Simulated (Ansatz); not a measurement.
# HF/3-21G run of SiH2OF2 (SMILES O[SiH](F)F)

What is the electronic atomisation energy of SiH2OF2 at HF/3-21G? 

The calculation is run with Ansatz 0.2.0.

50 further runs of the same task are left out: 50 set aside as unsound or not needed.

### 1 The molecule

SiH2OF2 has 6 atoms, charge 0, and is taken as a singlet. SMILES: `O[SiH](F)F`. Geometry: relaxed at PBE0-D4/def2-TZVP. This is one conformer, not always the lowest.

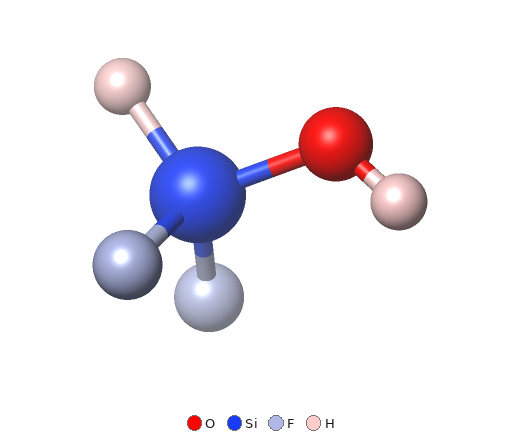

The structure, seen from a chosen angle (oxygen red, silicon blue, fluorine light blue, hydrogen pink).

### 2 The energy at HF/3-21G

Input file job.yaml:

```yaml
crystal:
  periodic: [false, false, false]
  atoms:
    - {symbol: O, position_ang: [0.027700, 1.137900, -0.556400]}
    - {symbol: Si, position_ang: [0.121400, -0.236200, 0.285200]}
    - {symbol: F, position_ang: [0.731800, -1.405100, -0.592400]}
    - {symbol: F, position_ang: [-1.315500, -0.739700, 0.722100]}
    - {symbol: H, position_ang: [-0.477400, 1.183000, -1.369500]}
    - {symbol: H, position_ang: [0.954100, -0.003800, 1.464900]}
basis:
  gaussian:
    orbitals: 3-21G.json
hamiltonian:
  xc: hf
accuracy: high
output:
  orbitals: {seedname: orbitals}
```

The basis set 3-21G is read from a file made from the Basis Set Exchange's data (not shown).

Started as:

```console
$ ansatz run job.yaml --threads 1 --pin off --max-ram 3480MiB --events-out events.jsonl --progress --plain --runs-dir runs
```

Standard output:

```text
Warning: RAYON_NUM_THREADS=1 ignored (pool sized by the plan → 1); use --threads N
Functional definition: HF
  name "HF"
  exchange = exact_x
  correlation = 0
925 factors; integrals over basis functions are off by at most 8.4e-9 eV
mean field evaluation 1: about -15262.3022 eV, gradient 4.0e1 eV
mean field evaluation 2: about -15262.5231 eV, gradient 4.1e1 eV
mean field evaluation 4: about -15265.2394 eV, gradient 1.5e0 eV
mean field evaluation 8: about -15265.2693 eV, gradient 2.0e-1 eV
mean field evaluation 16: about -15265.2694 eV, gradient 2.8e-8 eV
mean field -15265.26943865 eV, -560.9883046992 hartree, gradient 2.8e-8 eV, S^2 0.000000; 0 other end points of the search recorded, 0 dependent functions left out
reference -15265.26943865 eV, -560.9883046992 hartree; 21, 21 occupied and 23, 23 virtual orbitals, 925 factors
Total energy: -15265.26943865 eV, -560.9883046992 hartree
```

Wall time 0.34 s (1 thread of Arm Neoverse V2, shared host).

### 3 The F atom, same level

Input file in.yaml:

```yaml
crystal:
  periodic: [false, false, false]
  atoms:
    - {symbol: F, position_ang: [0.000000, 0.000000, 0.000000]}
basis:
  gaussian:
    orbitals: 3-21G.json
magnetization:
  spin_polarized: true
  initial_magnetization: 1
accuracy: high
hamiltonian:
  xc: hf
```

The basis set 3-21G is read from a file made from the Basis Set Exchange's data (not shown).

Started as:

```console
$ ansatz run in.yaml --threads 1 --pin off --max-ram 3480MiB --events-out events.jsonl --progress --plain --runs-dir runs
```

Standard output:

```text
Warning: RAYON_NUM_THREADS=1 ignored (pool sized by the plan → 1); use --threads N
[... 4 set-up lines as earlier in the session ...]
42 factors; integrals over basis functions are off by at most 1.1e-8 eV
mean field evaluation 1: about -2689.6565 eV, gradient 4.1e0 eV
mean field evaluation 2: about -2689.6568 eV, gradient 4.1e0 eV
mean field evaluation 4: about -2689.7090 eV, gradient 3.8e-1 eV
mean field evaluation 8: about -2689.7097 eV, gradient 1.4e-7 eV
mean field evaluation 16: about -2689.7097 eV, gradient 2.7e-2 eV
mean field -2689.70972651 eV, -98.8450092986 hartree, gradient 5.0e-8 eV, S^2 0.750308; 0 other end points of the search recorded, 0 dependent functions left out
reference -2689.70972651 eV, -98.8450092986 hartree; 5, 4 occupied and 4, 5 virtual orbitals, 42 factors
Total energy: -2689.70972651 eV, -98.8450092986 hartree
```

Run time: 0.04 s. Hardware: 1 thread of Arm Neoverse V2, shared host.

### 4 The H atom at the same level

Input file input.yaml:

```yaml
crystal:
  periodic: [false, false, false]
  atoms:
    - symbol: H
      position_ang: [0.000000, 0.000000, 0.000000]
basis:
  gaussian:
    orbitals: 3-21G.json
magnetization:
  spin_polarized: true
  initial_magnetization: 1
hamiltonian:
  xc: hf
accuracy: high
```

The basis set 3-21G is read from a file made from the Basis Set Exchange's data (not shown).

Started as:

```console
$ ansatz run input.yaml --threads 1 --pin off --max-ram 3480MiB --events-out events.jsonl --progress --plain --runs-dir runs
```

Standard output:

```text
Warning: RAYON_NUM_THREADS=1 ignored (pool sized by the plan → 1); use --threads N
[... 4 set-up lines as earlier in the session ...]
3 factors; integrals over basis functions are off by at most 1.3e-8 eV
mean field evaluation 1: about -13.4868 eV, gradient 1.3e0 eV
mean field evaluation 2: about -13.4868 eV, gradient 1.3e0 eV
mean field evaluation 4: about -13.5023 eV, gradient 2.1e-5 eV
mean field evaluation 8: about -13.5023 eV, gradient 1.0e-12 eV
mean field -13.50225274 eV, -0.4961986360 hartree, gradient 4.5e-8 eV, S^2 0.750000; 0 other end points of the search recorded, 0 dependent functions left out
reference -13.50225274 eV, -0.4961986360 hartree; 1, 0 occupied and 1, 2 virtual orbitals, 3 factors
Total energy: -13.50225274 eV, -0.4961986360 hartree
```

Run time: 0.04 s. Hardware: 1 thread of Arm Neoverse V2, shared host.

### 5 The O atom at the same level

Input file input.yaml:

```yaml
crystal:
  periodic: [false, false, false]
  atoms:
    - symbol: O
      position_ang: [0.000000, 0.000000, 0.000000]
basis:
  gaussian:
    orbitals: 3-21G.json
total_charge: 0
magnetization:
  spin_polarized: true
  initial_magnetization: 2
hamiltonian:
  xc: hf
accuracy: high
```

The basis set 3-21G is read from a file made from the Basis Set Exchange's data (not shown).

Run the same way, it converges to -74.39366 Eh (log not shown).

### 6 The Si atom, same level

Input file molecule.yaml:

```yaml
crystal:
  periodic: [false, false, false]
  atoms:
    - {symbol: Si, position_ang: [0.000000, 0.000000, 0.000000]}
basis:
  gaussian:
    orbitals: 3-21G.json
magnetization:
  spin_polarized: true
  initial_magnetization: 2
hamiltonian:
  xc: hf
accuracy: high
```

The basis set 3-21G is read from a file made from the Basis Set Exchange's data (not shown).

Run the same way, it converges to -287.34443 Eh (log not shown).

### 7 Outcome

At HF/3-21G:

| quantity | value |
| --- | --- |
| molecule: total energy | -560.98830 Eh |
| molecule: HOMO energy | -14.70 eV |
| molecule: LUMO energy | 5.53 eV |
| molecule: HOMO–LUMO gap | 20.23 eV |
| F atom: total energy | -98.84501 Eh |
| F atom: ⟨S²⟩ | 0.750 |
| H atom: total energy | -0.49620 Eh |
| H atom: ⟨S²⟩ | 0.750 |
| O atom: total energy | -74.39366 Eh |
| O atom: ⟨S²⟩ | 2.001 |
| Si atom: total energy | -287.34443 Eh |
| Si atom: ⟨S²⟩ | 2.000 |
| electronic atomisation energy | 15.451 eV |

What this shows: Taking the molecule apart into free atoms costs 15.45 eV (356 kcal/mol), before zero-point energy and without spin-orbit coupling. Hartree–Fock lacks the correlation of the bonding pairs, which as a rule makes this value much too low; in minimal bases other errors can mask that. The basis has no polarisation functions, which makes bonds too weak.
